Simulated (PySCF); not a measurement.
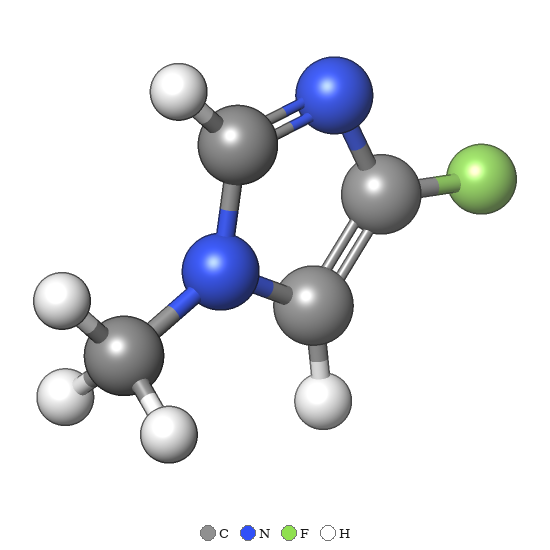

Double and triple bonds are drawn as two and three sticks.

The computed structure is the end point of a GFN2-xTB optimisation. No frequency run is at hand to confirm it as a minimum.

Describe the molecule.

It has 12 atoms: 4 carbon, 5 hydrogen, 1 fluorine and 2 nitrogen (C4H5FN2). As SMILES it reads `Cn1cnc(F)c1`. Independent rings (smallest set): 1 of 5 members, 1 of them aromatic. Among its groups: C–F bond. Coordination: 1 C tetrahedral; 1 N trigonal planar; 3 C trigonal planar; 1 N bent.

More results for the same structure follow; atom numbers are the same in all pictures, views and colours differ.

### Dipole moment

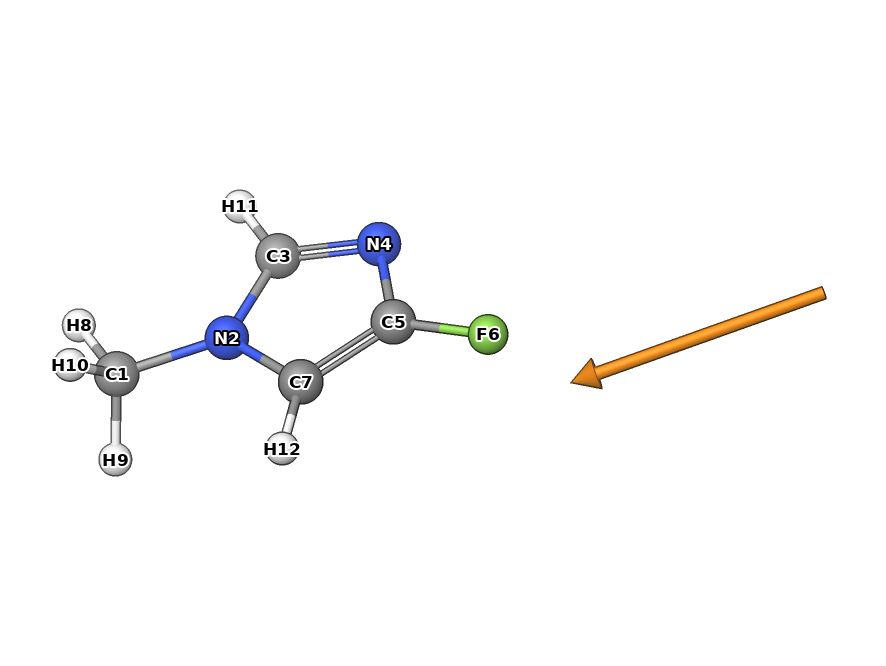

The arrow beside the molecule shows the direction of the dipole moment, from the negative to the positive end (its length means nothing). No frequency run is at hand to confirm it as a minimum. Method: ωB97X-D/def2-SVPD, gas phase (PySCF 2.14.0).

Estimate the dipole moment.

Answer. 5.39 D; it points from the side of F6 to the side of H8, H9, H10 (the outermost atoms at the two ends).

### Excitation

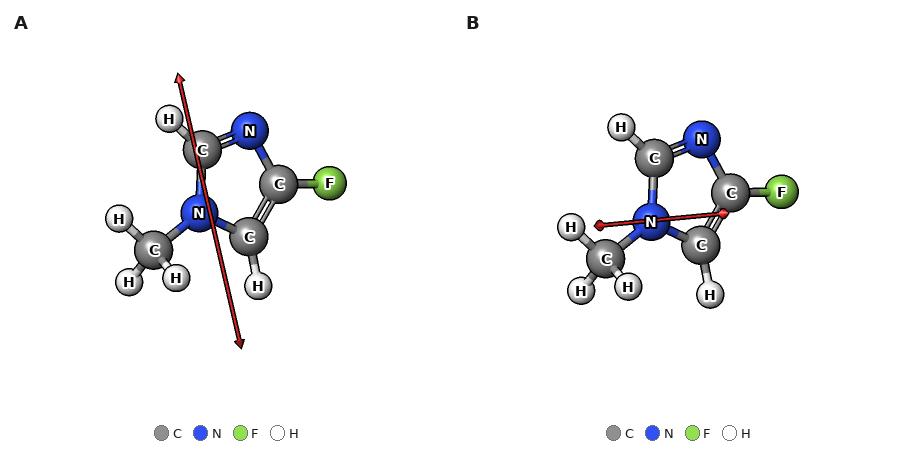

The double arrows show the directions of two transition dipoles from the ground state (lengths mean nothing). No frequency run is at hand to confirm it as a minimum. Properties computed with TDDFT ωB97X-D/def2-SVPD, vertical, gas phase, core orbitals frozen in the response (PySCF 2.14.0).

One belongs to singlet state 1 and one to singlet state 7. Which is which?

Answer. A: state 1, 6.38 eV (194 nm), oscillator strength 0.15, mainly HOMO → LUMO+1 (weight 0.92).
B: state 7, 7.97 eV (156 nm), oscillator strength 0.015, mainly HOMO−1 → LUMO (weight 0.71).

### Polarisability

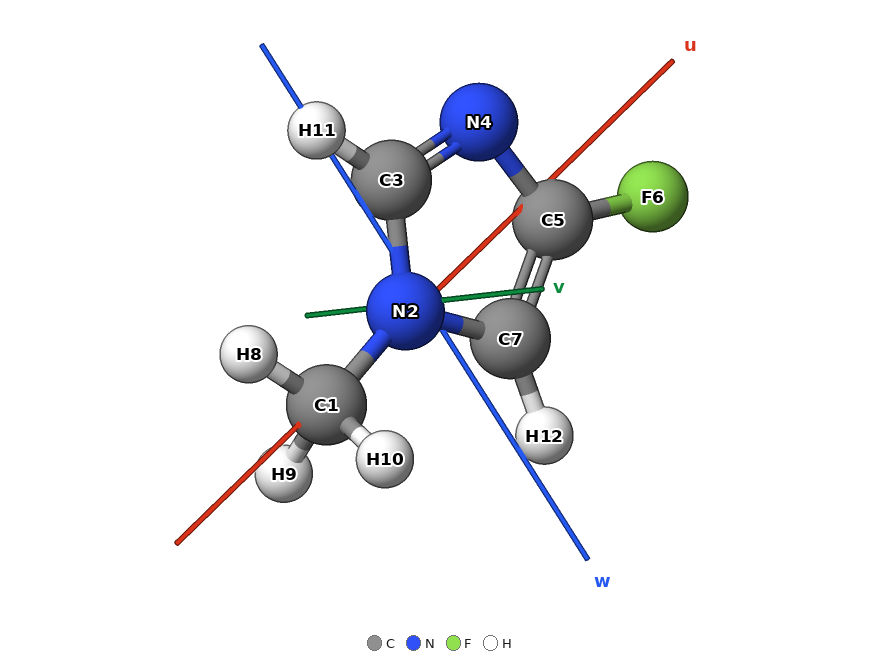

The lines u, v and w are the principal axes of the static dipole polarisability. No frequency run is at hand to confirm it as a minimum. Method: ωB97X-D/def2-SVPD (PySCF 2.14.0).

Along which axis is the molecule most polarisable, and along which least?

Answer. Most along u (nearly parallel to the C1–N2 bond), least along v.

Give the three principal values.

Answer. u 72.2, v 40.8, w 63.8 bohr³; mean 58.9, anisotropy 28.1 bohr³.
